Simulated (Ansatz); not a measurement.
# Pt(111) with 4 thermally displaced layers, 2x2: scattering by thermal displacements, part 2 of 2

Aim: the resistivity of Pt at 800 K from frozen thermal displacements between perfect leads.

Ansatz 0.2.0; Ansatz plane-wave DFT, PBE, PAW files; ballistic transport by layer matching (Landauer), zero bias; PAW set soft_1.

So far, open channels per spin nearest the Fermi level: step 2 (with 4 displaced layers) 6.89.

### 3. With 8 displaced layers

System of this step: Pt(111) with 8 thermally displaced layers, 2x2. The cell holds 56 atoms: 56 Pt. Cell: a = 5.546 Å, b = 5.546 Å, c = 31.740 Å, α = 87.5°, β = 92.5°, γ = 120.0°. It derives from Pt. Regions: lead, 24 atoms (24 Pt); scattering region, 32 atoms (32 Pt). The structure is stacked along c, and the current runs across the ab planes.

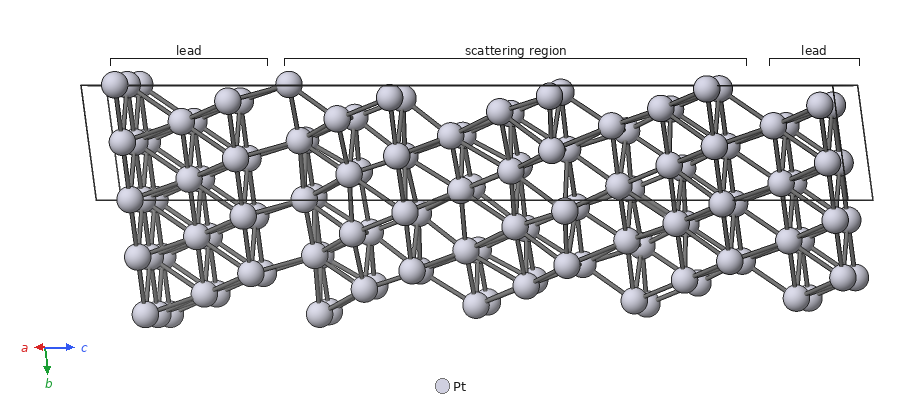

The cell of this step (platinum light grey). 1×2×1 cells are drawn. Some periodic images of atoms are drawn too.

The input, input.yaml:

```yaml
crystal:
  lattice:
    - [5.5462627489, 0.0, 0.0]
    - [-2.7731313745, 4.8032044366, 0.0]
    - [-1.3865656872, 0.8005340728, 31.6995319999]
  atoms:
    - { symbol: Pt, position: [0.005952381, 0.994047619, 0.0357142857] }
    - { symbol: Pt, position: [0.005952381, 0.494047619, 0.0357142857] }
    - { symbol: Pt, position: [0.505952381, 0.994047619, 0.0357142857] }
    - { symbol: Pt, position: [0.505952381, 0.494047619, 0.0357142857] }
    - { symbol: Pt, position: [0.1845238095, 0.3154761905, 0.1071428571] }
    - { symbol: Pt, position: [0.1845238095, 0.8154761905, 0.1071428571] }
    - { symbol: Pt, position: [0.6845238095, 0.3154761905, 0.1071428571] }
    - { symbol: Pt, position: [0.6845238095, 0.8154761905, 0.1071428571] }
    - { symbol: Pt, position: [0.3630952381, 0.1369047619, 0.1785714286] }
    - { symbol: Pt, position: [0.3630952381, 0.6369047619, 0.1785714286] }
    - { symbol: Pt, position: [0.8630952381, 0.1369047619, 0.1785714286] }
    - { symbol: Pt, position: [0.8630952381, 0.6369047619, 0.1785714286] }
    - { symbol: Pt, position: [0.0409251336, 0.9702377593, 0.2487779436] }
    - { symbol: Pt, position: [0.0598332113, 0.4794087198, 0.2482506732] }
    - { symbol: Pt, position: [0.5820769643, 0.9921664989, 0.2534691369] }
    - { symbol: Pt, position: [0.5759263112, 0.4803970395, 0.2572483519] }
    - { symbol: Pt, position: [0.2239986164, 0.2794829593, 0.3233675638] }
    - { symbol: Pt, position: [0.1865995395, 0.7472792982, 0.3185929124] }
    - { symbol: Pt, position: [0.7312794633, 0.2906223569, 0.3164891722] }
    - { symbol: Pt, position: [0.6821742151, 0.7731547837, 0.320823969] }
    - { symbol: Pt, position: [0.4056863611, 0.1147769554, 0.3968078495] }
    - { symbol: Pt, position: [0.4089654182, 0.6147772317, 0.3893360651] }
    - { symbol: Pt, position: [0.8800569321, 0.1058468187, 0.3949940373] }
    - { symbol: Pt, position: [0.918863019, 0.6133470552, 0.3953782644] }
    - { symbol: Pt, position: [0.0732794917, 0.885834669, 0.4619253685] }
    - { symbol: Pt, position: [0.0912644846, 0.43608943, 0.4594243313] }
    - { symbol: Pt, position: [0.5941561844, 0.9134324778, 0.4635384678] }
    - { symbol: Pt, position: [0.5895973922, 0.4392926782, 0.4596782376] }
    - { symbol: Pt, position: [0.2745492758, 0.2461006555, 0.5332361173] }
    - { symbol: Pt, position: [0.2273576475, 0.6980156411, 0.5336321896] }
    - { symbol: Pt, position: [0.7515969645, 0.2291787868, 0.5346597231] }
    - { symbol: Pt, position: [0.754315745, 0.7445272703, 0.5389956366] }
    - { symbol: Pt, position: [0.4315969746, 0.0596715812, 0.6088746036] }
    - { symbol: Pt, position: [0.4693208364, 0.557928978, 0.6087917274] }
    - { symbol: Pt, position: [0.9201680192, 0.093671483, 0.6092627777] }
    - { symbol: Pt, position: [0.9578290292, 0.5647818293, 0.603790201] }
    - { symbol: Pt, position: [0.1369071785, 0.903357782, 0.6757838951] }
    - { symbol: Pt, position: [0.0907026384, 0.3965262593, 0.6780204026] }
    - { symbol: Pt, position: [0.6542947673, 0.8741549372, 0.6768720988] }
    - { symbol: Pt, position: [0.5929189659, 0.3520520748, 0.6757130103] }
    - { symbol: Pt, position: [0.3201625136, 0.2058717699, 0.7480440283] }
    - { symbol: Pt, position: [0.2748062549, 0.7202972531, 0.7521164295] }
    - { symbol: Pt, position: [0.7924137791, 0.1999115648, 0.7509823059] }
    - { symbol: Pt, position: [0.7917884547, 0.6935528944, 0.7520008014] }
    - { symbol: Pt, position: [0.4702380952, 0.0297619048, 0.8214285714] }
    - { symbol: Pt, position: [0.4702380952, 0.5297619048, 0.8214285714] }
    - { symbol: Pt, position: [0.9702380952, 0.0297619048, 0.8214285714] }
    - { symbol: Pt, position: [0.9702380952, 0.5297619048, 0.8214285714] }
    - { symbol: Pt, position: [0.1488095238, 0.8511904762, 0.8928571429] }
    - { symbol: Pt, position: [0.1488095238, 0.3511904762, 0.8928571429] }
    - { symbol: Pt, position: [0.6488095238, 0.8511904762, 0.8928571429] }
    - { symbol: Pt, position: [0.6488095238, 0.3511904762, 0.8928571429] }
    - { symbol: Pt, position: [0.3273809524, 0.1726190476, 0.9642857143] }
    - { symbol: Pt, position: [0.3273809524, 0.6726190476, 0.9642857143] }
    - { symbol: Pt, position: [0.8273809524, 0.1726190476, 0.9642857143] }
    - { symbol: Pt, position: [0.8273809524, 0.6726190476, 0.9642857143] }
kpoints:
  mp_grid: { grid: [5, 5, 1] }
hamiltonian:
  xc: pbe
  pseudopotentials: { kind: paw, azcp: { folder: soft_1 } }
scf:
  occupations: { method: fermi_dirac, width: 0.1 }
output:
  transmission:
    leads: [[0, 4]]
    kmesh: [10, 10]
    e_range: [-0.05, 0.05]
    de: 0.05
  write_potential: true
  write_density: true
  volumetric_format: npy
```

The run is started by

```bash
$ ansatz run input.yaml --threads 4 --pin off --max-ram 15360MiB --backend cpu --events-out ev --progress --plain --runs-dir out
```

Numbers of over 12 decimals in the logs are rounded to 6 here.

The log of the run:

```text
[...]
Crystal: 56 atoms, lattice volume = 844.470 Å³
Basis set: ecut = 420 eV, 16521 PW (Γ)
Bands: 605, of which v1, the nominal top of the filled ones, is band 504 counted from 1 (503 counted from 0)
Symmetry: 1 space group operations
[...]
k-points: 13 of 25 (time reversal used)
[...]
SCF iter   1: F=—  HF=-701396.096238 eV  |F-HF|=—  |Δ(HF+E_count)|=         —  Δρ=8.53e-2  dr2=6.13e1  ethr=3.10e-3  ⟨swp⟩=4.5  Hψ=22923  notcnv=0  defer=404
[...]
SCF iter   9: F=-701378.010386 eV  HF=-701378.010386 eV  |F-HF|=3.75e-8  |Δ(HF+E_count)|=   7.85e-8  Δρ=1.40e-6  dr2=4.64e-8  ethr=9.92e-12  ⟨swp⟩=7.8  Hψ=24400  notcnv=0
SCF 1 converged in 9 iterations: F = -701378.010386 eV  dr2 = 4.64e-8
[...]
transmission: 308 of 3068 steps passed
transmission: 614 of 3068 steps passed
[...]
transmission: 3068 of 3068 steps passed
SCF converged after 9 iterations
Free energy (F): -701378.010386 eV
[...]
Internal energy: -701374.910578 eV  (E = F + TS)
E sigma→0 (E₀):  -701376.460482 eV
Entropy (-TS):   -3.099807 eV (-55.354 meV/atom)
Fermi energy:    23.446102 eV
[...]
--- Band table (eV; the first three rows and the last of 13) ---
  k-point 0: bands = [... 500 lower, 23.6136, 23.6240, 23.6487, 23.6550, 23.6654, 23.6852, 23.6893, 23.7159, ... 97 higher]
  k-point 1: bands = [... 500 lower, 23.4372, 23.4414, 23.4520, 23.4784, 23.4851, 23.5099, 23.5397, 23.5538, ... 97 higher]
  k-point 2: bands = [... 500 lower, 23.4036, 23.4325, 23.4459, 23.4746, 23.4830, 23.4997, 23.5227, 23.5414, ... 97 higher]
  k-point 12: bands = [... 500 lower, 23.3451, 23.3770, 23.3934, 23.4240, 23.4271, 23.4395, 23.4766, 23.4943, ... 97 higher]
--- Transmission ---
  basis      : 241 plane waves across, 59 finite elements along
  points     : 52, standing for a mesh of 10 x 10
[...]
channels       : 6.890000e0 a spin
[...]
junction   : crystal 0 to crystal 0, 0.70 to 30.13 Å
    transmission   : 3.519724e0 a spin
[...]
```

Run time: 15 min. Hardware: 4 threads of Arm Neoverse V1, shared host; peak memory 9.6 GiB.

This step gave:

| Quantity | Value |
| --- | --- |
| free energy | -701378.0104 eV |
| energy at zero smearing | -701376.4605 eV |
| Fermi energy | 23.45 eV |
| transmission per spin nearest the Fermi level | 3.520 |
| step of the lead's potential | 7.9 meV |

Per spin. Table of transmission, zone mean by energy, zero at the Fermi level:

| energy (eV) | transmission, zone mean |
| --- | --- |
| -0.0500 | 3.66 |
| 0.0000 | 3.52 |
| 0.0500 | 3.39 |

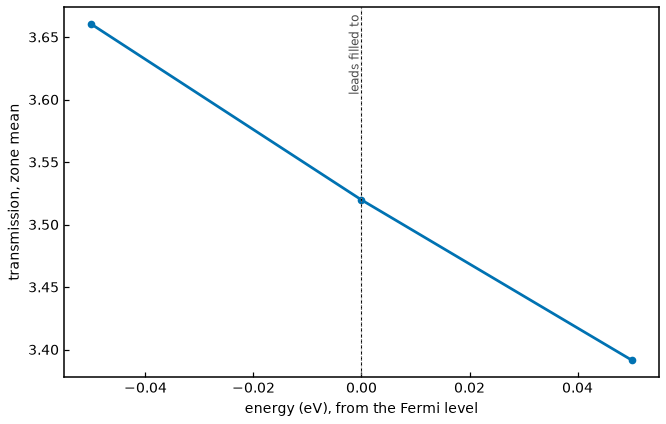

Transmission, zone mean, plotted against energy.

Over the solved energies the transmission per spin lies between 3.39 and 3.66, out of 6.75 channels of the lead on average (up to 7.16).

### 4. With 12 displaced layers

System of this step: Pt(111) with 12 thermally displaced layers, 2x2. The cell holds 72 atoms: 72 Pt. Cell: a = 5.546 Å, b = 5.546 Å, c = 40.757 Å, α = 90.0°, β = 90.0°, γ = 120.0°. It derives from Pt. Regions: lead, 24 atoms (24 Pt); scattering region, 48 atoms (48 Pt). The structure is stacked along c, and the current runs across the ab planes.

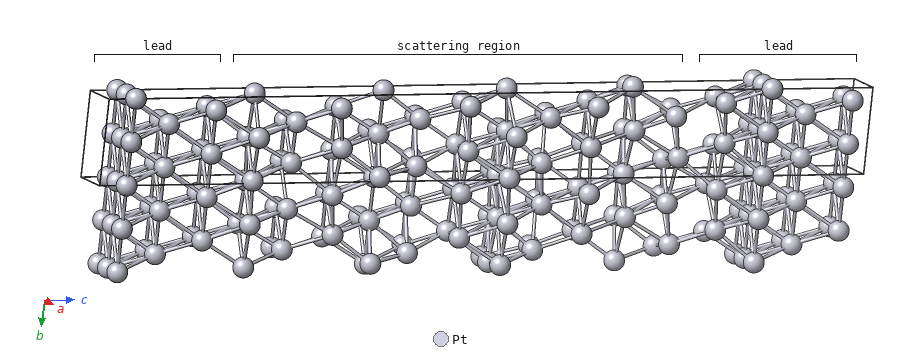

The cell of this step (platinum light grey). 1×2×1 cells are drawn. Some periodic images of atoms are drawn too.

The input, input.yaml:

```yaml
crystal:
  lattice:
    - [5.5462627489, 0.0, 0.0]
    - [-2.7731313745, 4.8032044366, 0.0]
    - [0.0, 0.0, 40.7565411427]
  atoms:
    - { symbol: Pt, position: [0.0, 0.0, 0.0277777778] }
    - { symbol: Pt, position: [0.0, 0.5, 0.0277777778] }
    - { symbol: Pt, position: [0.5, 0.0, 0.0277777778] }
    - { symbol: Pt, position: [0.5, 0.5, 0.0277777778] }
    - { symbol: Pt, position: [0.1666666667, 0.3333333333, 0.0833333333] }
    - { symbol: Pt, position: [0.1666666667, 0.8333333333, 0.0833333333] }
    - { symbol: Pt, position: [0.6666666667, 0.3333333333, 0.0833333333] }
    - { symbol: Pt, position: [0.6666666667, 0.8333333333, 0.0833333333] }
    - { symbol: Pt, position: [0.3333333333, 0.1666666667, 0.1388888889] }
    - { symbol: Pt, position: [0.3333333333, 0.6666666667, 0.1388888889] }
    - { symbol: Pt, position: [0.8333333333, 0.1666666667, 0.1388888889] }
    - { symbol: Pt, position: [0.8333333333, 0.6666666667, 0.1388888889] }
    - { symbol: Pt, position: [0.9474545041, 0.972649526, 0.1936844817] }
    - { symbol: Pt, position: [0.9856545342, 0.4752964704, 0.195266433] }
    - { symbol: Pt, position: [0.5241822194, 0.0095703416, 0.1950058929] }
    - { symbol: Pt, position: [0.5195098747, 0.5085815365, 0.1915878466] }
    - { symbol: Pt, position: [0.1766441663, 0.3607326517, 0.2471556511] }
    - { symbol: Pt, position: [0.1636831852, 0.8250769257, 0.2477544716] }
    - { symbol: Pt, position: [0.6491512865, 0.3354767949, 0.2507885506] }
    - { symbol: Pt, position: [0.657003932, 0.8026512502, 0.2492779865] }
    - { symbol: Pt, position: [0.3497306794, 0.1867559789, 0.3072372015] }
    - { symbol: Pt, position: [0.3602540742, 0.6899456519, 0.3076158204] }
    - { symbol: Pt, position: [0.8189694973, 0.167898173, 0.3037723107] }
    - { symbol: Pt, position: [0.7717405704, 0.6310016534, 0.3107790186] }
    - { symbol: Pt, position: [0.9556829733, 0.9524271747, 0.3596486597] }
    - { symbol: Pt, position: [0.0274588279, 0.4990460898, 0.3621315473] }
    - { symbol: Pt, position: [0.4941498742, 0.9982340513, 0.3642784382] }
    - { symbol: Pt, position: [0.5137115313, 0.4981699193, 0.3633406591] }
    - { symbol: Pt, position: [0.1840851677, 0.3286830811, 0.417341776] }
    - { symbol: Pt, position: [0.1642463389, 0.8191534624, 0.4195445079] }
    - { symbol: Pt, position: [0.6570251135, 0.3201894681, 0.412476241] }
    - { symbol: Pt, position: [0.6595977279, 0.8656996818, 0.4138158713] }
    - { symbol: Pt, position: [0.3373314787, 0.1588765819, 0.4735008272] }
    - { symbol: Pt, position: [0.3361651277, 0.6501954995, 0.4714923969] }
    - { symbol: Pt, position: [0.836374264, 0.1690971344, 0.4721509317] }
    - { symbol: Pt, position: [0.8342543447, 0.6800214343, 0.4755157134] }
    - { symbol: Pt, position: [0.0020798097, 0.9842957613, 0.5287678707] }
    - { symbol: Pt, position: [0.0060202111, 0.5097948107, 0.5323909159] }
    - { symbol: Pt, position: [0.4959465243, 0.9997559519, 0.5255607134] }
    - { symbol: Pt, position: [0.4886523886, 0.4879237998, 0.5317782505] }
    - { symbol: Pt, position: [0.1661848206, 0.3211984103, 0.5881580839] }
    - { symbol: Pt, position: [0.1513988162, 0.8516075328, 0.5858745114] }
    - { symbol: Pt, position: [0.6744425305, 0.327792221, 0.5830097736] }
    - { symbol: Pt, position: [0.6686950377, 0.8500122133, 0.5775097259] }
    - { symbol: Pt, position: [0.3255510864, 0.1698906103, 0.6374356508] }
    - { symbol: Pt, position: [0.2973584288, 0.6615143393, 0.6370005499] }
    - { symbol: Pt, position: [0.8628634864, 0.1963167004, 0.6390623782] }
    - { symbol: Pt, position: [0.7957118309, 0.6625038888, 0.6365780538] }
    - { symbol: Pt, position: [0.0304768512, 0.0358892526, 0.6952381892] }
    - { symbol: Pt, position: [0.0534661514, 0.5321357563, 0.6961861574] }
    - { symbol: Pt, position: [0.4864087867, 0.0044321727, 0.6910957239] }
    - { symbol: Pt, position: [0.5236816642, 0.5050654166, 0.6981924483] }
    - { symbol: Pt, position: [0.1552470264, 0.2950502641, 0.7519696285] }
    - { symbol: Pt, position: [0.2056045183, 0.8717211496, 0.7479350263] }
    - { symbol: Pt, position: [0.6546618756, 0.3378295974, 0.7477281763] }
    - { symbol: Pt, position: [0.6339271689, 0.8131212077, 0.7568257355] }
    - { symbol: Pt, position: [0.3147036517, 0.1477609243, 0.8047258798] }
    - { symbol: Pt, position: [0.3502258532, 0.6963147046, 0.8081813385] }
    - { symbol: Pt, position: [0.851288405, 0.169789218, 0.8062033879] }
    - { symbol: Pt, position: [0.8085828777, 0.6368713574, 0.810905124] }
    - { symbol: Pt, position: [0.0, 0.0, 0.8611111111] }
    - { symbol: Pt, position: [0.0, 0.5, 0.8611111111] }
    - { symbol: Pt, position: [0.5, 0.0, 0.8611111111] }
    - { symbol: Pt, position: [0.5, 0.5, 0.8611111111] }
    - { symbol: Pt, position: [0.1666666667, 0.3333333333, 0.9166666667] }
    - { symbol: Pt, position: [0.1666666667, 0.8333333333, 0.9166666667] }
    - { symbol: Pt, position: [0.6666666667, 0.3333333333, 0.9166666667] }
    - { symbol: Pt, position: [0.6666666667, 0.8333333333, 0.9166666667] }
    - { symbol: Pt, position: [0.3333333333, 0.1666666667, 0.9722222222] }
    - { symbol: Pt, position: [0.3333333333, 0.6666666667, 0.9722222222] }
    - { symbol: Pt, position: [0.8333333333, 0.1666666667, 0.9722222222] }
    - { symbol: Pt, position: [0.8333333333, 0.6666666667, 0.9722222222] }
kpoints:
  mp_grid: { grid: [5, 5, 1] }
hamiltonian:
  xc: pbe
  pseudopotentials: { kind: paw, azcp: { folder: soft_1 } }
scf:
  occupations: { method: fermi_dirac, width: 0.1 }
output:
  transmission:
    leads: [[0, 4]]
    kmesh: [10, 10]
    e_range: [-0.05, 0.05]
    de: 0.05
  write_potential: true
  write_density: true
  volumetric_format: npy
```

The log of the run:

```text
[...]
Crystal: 72 atoms, lattice volume = 1085.747 Å³
Basis set: ecut = 420 eV, 21305 PW (Γ)
Bands: 778, of which v1, the nominal top of the filled ones, is band 648 counted from 1 (647 counted from 0)
Symmetry: 1 space group operations
[...]
k-points: 13 of 25 (time reversal used)
[...]
SCF iter   1: F=—  HF=-901792.063796 eV  |F-HF|=—  |Δ(HF+E_count)|=         —  Δρ=8.55e-2  dr2=7.73e1  ethr=3.10e-3  ⟨swp⟩=4.5  Hψ=29470  notcnv=0  defer=533
[...]
SCF iter   9: F=-901768.868822 eV  HF=-901768.868822 eV  |F-HF|=3.42e-8  |Δ(HF+E_count)|=   3.73e-8  Δρ=1.45e-6  dr2=4.79e-8  ethr=7.72e-12  ⟨swp⟩=8.1  Hψ=32010  notcnv=0
SCF 1 converged in 9 iterations: F = -901768.868822 eV  dr2 = 4.79e-8
[...]
transmission: 401 of 4004 steps passed
transmission: 801 of 4004 steps passed
[...]
transmission: 4004 of 4004 steps passed
SCF converged after 9 iterations
Free energy (F): -901768.868822 eV
[...]
Internal energy: -901764.927062 eV  (E = F + TS)
E sigma→0 (E₀):  -901766.897942 eV
Entropy (-TS):   -3.941760 eV (-54.747 meV/atom)
Fermi energy:    23.457088 eV
[...]
--- Band table (eV; the first three rows and the last of 13) ---
  k-point 0: bands = [... 644 lower, 23.6260, 23.6345, 23.6468, 23.6497, 23.6627, 23.6740, 23.6862, 23.6959, ... 126 higher]
  k-point 1: bands = [... 644 lower, 23.4522, 23.4588, 23.4802, 23.4863, 23.5164, 23.5259, 23.5416, 23.5530, ... 126 higher]
  k-point 2: bands = [... 644 lower, 23.4185, 23.4430, 23.4713, 23.4771, 23.5076, 23.5190, 23.5300, 23.5442, ... 126 higher]
  k-point 12: bands = [... 644 lower, 23.3869, 23.4135, 23.4266, 23.4372, 23.4450, 23.4540, 23.4687, 23.4844, ... 126 higher]
--- Transmission ---
  basis      : 241 plane waves across, 77 finite elements along
  points     : 52, standing for a mesh of 10 x 10
[...]
channels       : 6.890000e0 a spin
[...]
junction   : crystal 0 to crystal 0, 0.70 to 39.19 Å
    transmission   : 2.519852e0 a spin
[...]
```

The job ended after 27 min (4 threads; peak memory 8.5 GiB; 1.7 h of CPU time).

This step gave:

```
free energy                                   : -901768.8688 eV
energy at zero smearing                       : -901766.8979 eV
Fermi energy                                  : 23.46 eV
transmission per spin nearest the Fermi level : 2.520
step of the lead's potential                  : 20.2 meV
```

Per spin. Transmission, zone mean against energy, zero at the Fermi level:

| energy (eV) | transmission, zone mean |
| --- | --- |
| -0.0500 | 2.62 |
| 0.0000 | 2.52 |
| 0.0500 | 2.48 |

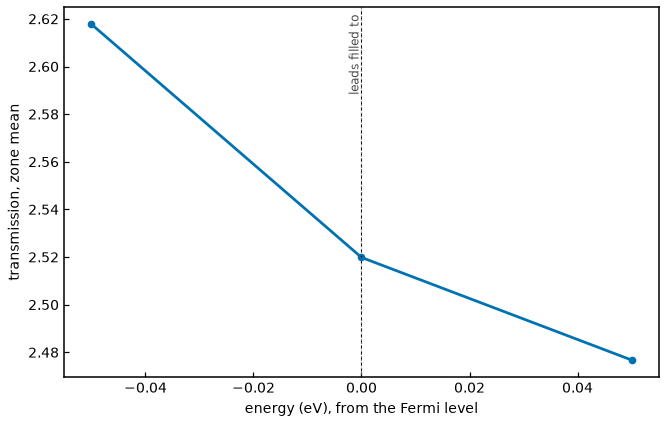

Transmission, zone mean against energy.

Over the solved energies the transmission per spin lies between 2.48 and 2.62, out of 6.71 channels of the lead on average (up to 7.04).

### 5. Resistance against length

This step: Ansatz plane-wave DFT, PBE, PAW files; ballistic transport by layer matching (Landauer), zero bias; resistivity from the slope of the area resistance; PAW set soft_1 (Ansatz 0.2.0).

This step gave:

```
resistivity           : 33.00 µΩ cm
intercept             : -0.07981 fΩ m²
scatter about the fit : 0.03631 fΩ m²
```

Resistance, by row:

| run | length (Å) | T | channels N | RA (fΩ m²) |
| --- | --- | --- | --- | --- |
| n4 | 9.057 | 4.561 | 6.753 | 0.2447 |
| n8 | 18.11 | 3.524 | 6.753 | 0.4666 |
| n12 | 27.17 | 2.538 | 6.713 | 0.8425 |

The area resistance by length of the displaced region:

| length of the displaced region (Å) | area resistance (fΩ m²) |
| --- | --- |
| 9.06 | 0.245 |
| 18.11 | 0.467 |
| 27.17 | 0.842 |

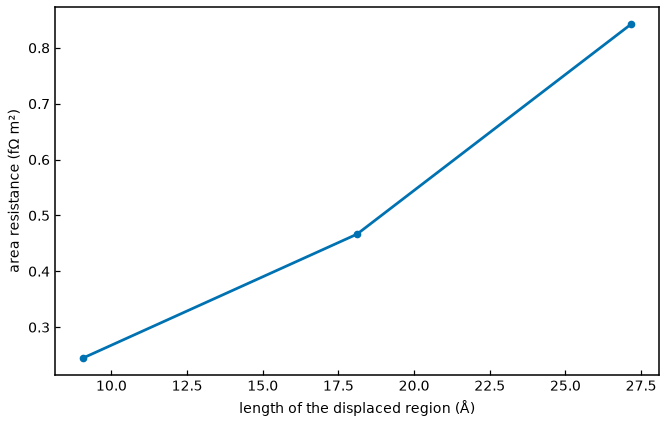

Area resistance, plotted against length of the displaced region.

The area resistance goes from 0.24 to 0.84 fΩ m² between 9.1 and 27.2 Å, a slope of 33 µΩ cm.

By hand from the end points: (0.8425 − 0.2447) fΩ m² / (27.17 − 9.06) Å = 33 µΩ cm, since 1 fΩ m² per Å is 1000 µΩ cm.

### 6. Outcome

| Item | Value |
| --- | --- |
| resistivity from the slope | 33.0 µΩ cm |
| area resistance over 9.06 Å | 0.245 fΩ m² |
| area resistance over 18.1 Å | 0.467 fΩ m² |
| area resistance over 27.2 Å | 0.842 fΩ m² |

In words: The slope gives 33 µΩ cm. The points scatter by 0.036 fΩ m² about the line, with one random draw a length in a 2x2 cell, so the slope is a rough value. The mean square of the displacements drawn is 0.78, 0.91 and 1.0 of the nominal one at the three lengths; with each resistance scaled back by that, the slope is 28 µΩ cm, the value used below. Read with a model of isotropic scattering on a spherical Fermi surface and the lead's 2.0×10¹⁵ S/m², this slope means a mean free path near 14 Å; over these lengths the model's slope is within 3 % of its bulk resistivity. Uncorrelated displacements put too much weight on short waves, which scatter strongly; with the sideways repeat of a small cell, one draw and three short lengths, the method is good to a factor of two or three. Spin-orbit coupling is left out, which matters for Pt.

[Logs are printed without paths, hosts, clocks, repeated set-up lines and the standing remarks that a program may print on its own settings, such as how far it seeks lower states.]

[Hosts, paths, dates, database ids (printed as entryN), source tags and the programs' standing remarks are cut or masked in the printed files.]
